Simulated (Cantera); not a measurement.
Charge: 1 mol TEOS, 4.7 mol O3, 4.2 mol N2O, equilibrated at 2.10 mbar.

Equilibrium computed with Cantera from the NASA thermochemical tables; the gas is ideal and each condensed phase is pure. Candidate condensed phases: C, C6H6, C7H8, C8H18, H2O, Si, SiC, SiO2, Si2N2O, Si3N4; 151 gas species. The feed counts by its element totals alone. Kinetics and transport are ignored.

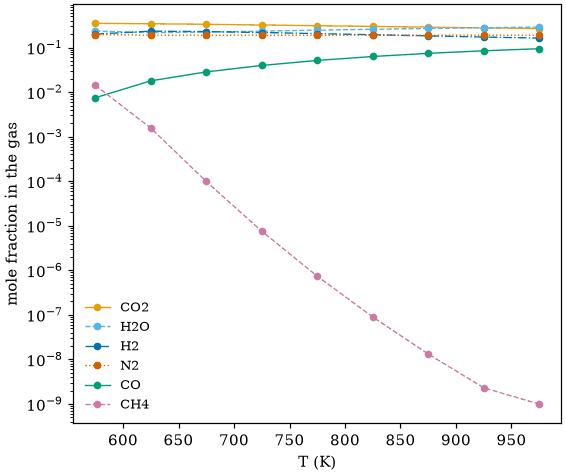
Equilibrium gas composition (values under 1e-9 drawn at 1e-9)

Problem. Read off the mole fractions at 675 K.

Solution. CO2 about 0.33, H2 about 0.23, H2O about 0.22, N2 about 0.19, CO about 0.028, CH4 about 9.9e-5.
